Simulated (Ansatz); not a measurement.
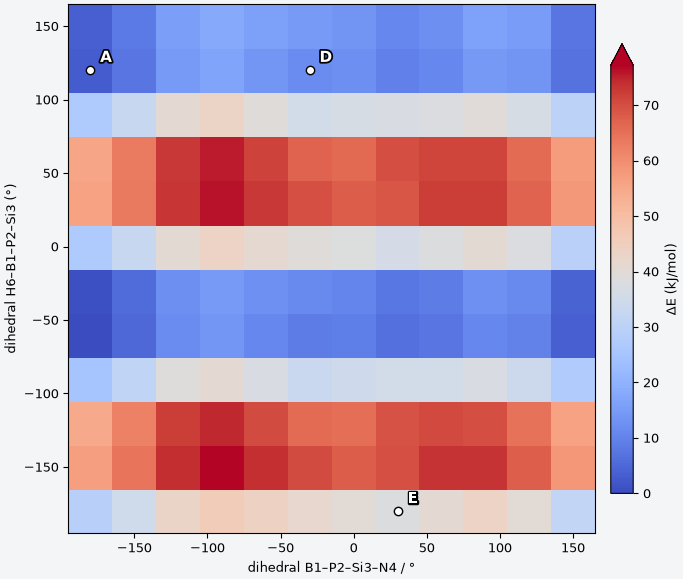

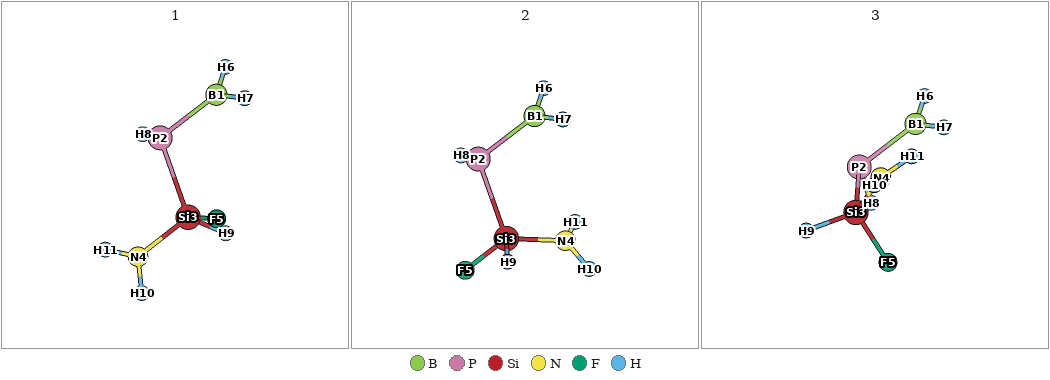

BFH₆NPSi, SMILES BP[SiH](N)F. 
- Coordinates scanned: (1) dihedral B1–P2–Si3–N4; (2) dihedral H6–B1–P2–Si3.
- Nothing is relaxed (all other coordinates rigid).
- The scan uses a 12 × 12 grid.
- Points are written as (first, second).
- Energies: kJ/mol, counted from the lowest grid point.
- Level of theory: Ansatz 0.2.0, RHF/def2-SVP.

Drawn: one coloured cell a grid point, one colour for all values above the top of the scale, lettered points. The numbered pictures are the structures at these points, in random order.

Q: Which structure belongs to which point?

A: A is structure 1: (−180°, 120°), 2.8 kJ/mol; D is structure 2: (−30°, 120°), 12 kJ/mol; E is structure 3: (30°, −180°), 38 kJ/mol.
